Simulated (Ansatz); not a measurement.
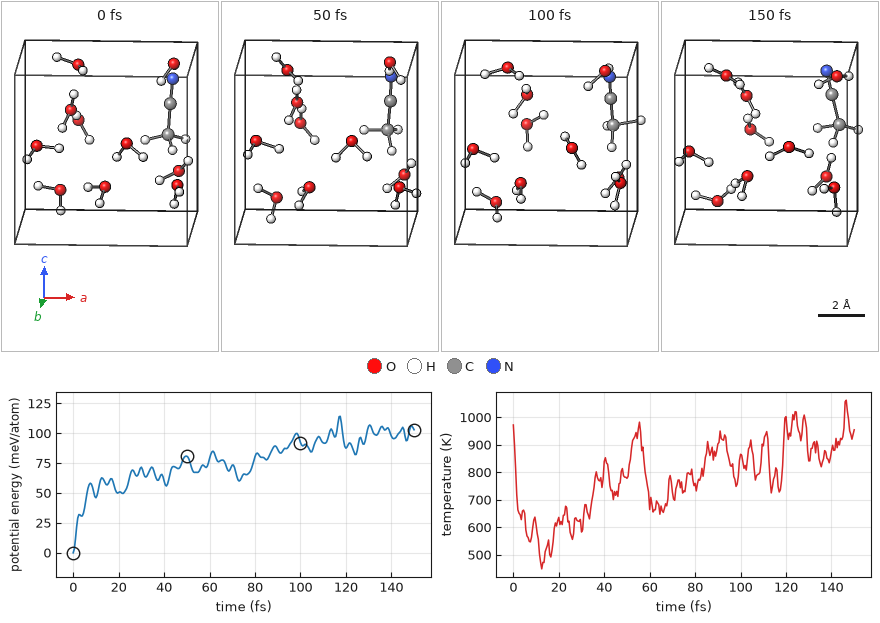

Molecular dynamics of a periodic cell with 10 H2O + 1 CH3CN at 0.863 g/cm³, 150 fs long. Frames and the history of the run. A ball-and-stick model of the simulation cell, seen from a free direction. Atoms that leave the cell re-enter on the other side.

The calculation used DFT LDA, scalar-relativistic, plane waves, PAW in Ansatz. Run with plane-wave cutoff 420 eV; k-point mesh 1 × 1 × 1; Fermi-Dirac smearing 0.05 eV; Langevin thermostat (NVT); set temperature 1000 K; time step 0.5 fs; friction 0.02 per fs.

**What do the frames and curves show?**

The mean temperature in the second half is 869 K (standard deviation 76 K). The potential energy is still drifting at the end, so the run hasn't reached equilibrium. The potential energy in the second half lies on average 92.3 meV per atom above the first frame. Root-mean-square distances from the starting positions over the second half, with the common drift of all atoms taken out: H 0.77 Å, O 0.64 Å, N 0.49 Å, C 0.47 Å. The heavy atoms stay within a fraction of a molecule's size of their starting places; so short a run doesn't tell a liquid from a solid.

Limits of the set-up: the periodic images lie only 7.5 Å apart, so the values are limited by the cell's size.

Cost: 10 min on 1 thread of Arm Neoverse V1, with other jobs on the host, peak memory 0.41 GiB.
